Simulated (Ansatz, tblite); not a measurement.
# The cluster SnGe5: one state, many levels

Aim: run the singlet of the cluster SnGe5 at one geometry on many levels, and compare frontier levels, spin and run time.

Computed with Ansatz 0.2.0, Gaussian basis. Level: as each input shows.

Plan: GFN1-xTB, GFN2-xTB, PBE-D4/def2-TZVP, r2SCAN-D4/def2-TZVP, B97M-V/def2-TZVP, r2SCANh-D4/def2-TZVP, PBE-D4/def2-SVP, PBE0-D4/def2-SVP, PBE0-D4/def2-TZVPD, PBE-D4/def2-TZVPD, MP2/def2-TZVP, RPA/def2-TZVP.

12 further runs of the same task are left out: 9 that didn't finish, 3 set aside as unsound or not needed.

## 1. The structure

The singlet was relaxed beforehand with r2SCAN-D4/def2-SVP. At that level it is the lowest of the isomers that a small search found.

6 atoms, charge 0, spin multiplicity 1.

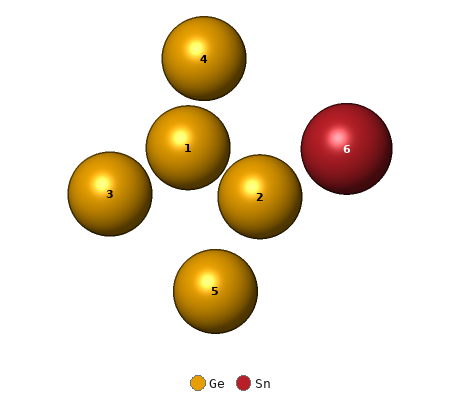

The geometry (germanium amber, tin red); atoms are numbered from 1 in the order of the file.

Sn takes a core potential in the def2 sets. No spin-orbit coupling is included.

PBE0-D4/def2-TZVP was run before; its log isn't repeated, and its numbers join the tables.

## 2. GFN1-xTB

Tight binding, by tblite at 300 K electronic temperature and without a spin-polarisation term:

```python
tblite.interface.Calculator('GFN1-xTB', numbers, positions, charge=0, uhf=0).singlepoint()
```

Energy -294.9186 eV, HOMO -9.73 eV, LUMO -8.66 eV; 0.031 s.

## 3. GFN2-xTB

Tight binding, by tblite at 300 K electronic temperature and without a spin-polarisation term:

```python
tblite.interface.Calculator('GFN2-xTB', numbers, positions, charge=0, uhf=0).singlepoint()
```

Energy -322.7910 eV, HOMO -8.49 eV, LUMO -6.79 eV; 0.11 s.

## 4. PBE-D4/def2-TZVP

start.molden holds the orbitals of an earlier run on this state, given as this run's starting guess.

Contents of in.yaml:

```yaml
crystal:
  periodic: [false, false, false]
  atoms:
    - {symbol: Ge, position_ang: [1.075059, 0.988682, -0.064162]}
    - {symbol: Ge, position_ang: [-1.078372, -0.985991, -0.057667]}
    - {symbol: Ge, position_ang: [0.049106, -0.046278, 2.025618]}
    - {symbol: Ge, position_ang: [-1.384487, 1.510321, 0.268498]}
    - {symbol: Ge, position_ang: [1.393656, -1.519772, 0.132131]}
    - {symbol: Sn, position_ang: [-0.054962, 0.053038, -2.304428]}
basis:
  gaussian: {orbitals: def2-TZVP, initial_orbitals: start.molden}
hamiltonian: {xc: pbe, dispersion: d4}
scf: {omitted_lower_state_checks: [starts]}
output: {orbitals: {seedname: orbitals}}
```

Run with:

```sh
> ansatz run in.yaml --threads 4 --pin off --events-out ev --progress --plain --max-ram 4787MiB
```

The runs that follow: r2SCAN-D4/def2-TZVP; B97M-V/def2-TZVP; r2SCANh-D4/def2-TZVP; PBE-D4/def2-SVP; PBE0-D4/def2-SVP; PBE0-D4/def2-TZVPD; PBE-D4/def2-TZVPD; MP2/def2-TZVP; RPA/def2-TZVP.

**Question.** What will the summary of the whole plan be? Wanted: gap in def2-TZVP, named functionals, smallest and largest; correlation energy, MP2/def2-TZVP; binding an atom, functionals in def2-TZVP; PBE0 total energy, smallest basis above largest.

As calculated:

| quantity | value |
| --- | --- |
| gap in def2-TZVP, named functionals, smallest and largest | 2.00 eV (PBE-D4), 3.39 eV (PBE0-D4) |
| correlation energy, MP2/def2-TZVP | -43.13 eV |
| binding an atom, functionals in def2-TZVP | 3.04 (r2SCANh-D4) to 3.19 eV (PBE-D4) |
| PBE0 total energy, smallest basis above largest | 35.79 eV (def2-SVP, def2-TZVPD) |

Orbital gaps of the named functionals in def2-TZVP span 2.00 eV (PBE-D4) to 3.39 eV (PBE0-D4); exact exchange widens it.
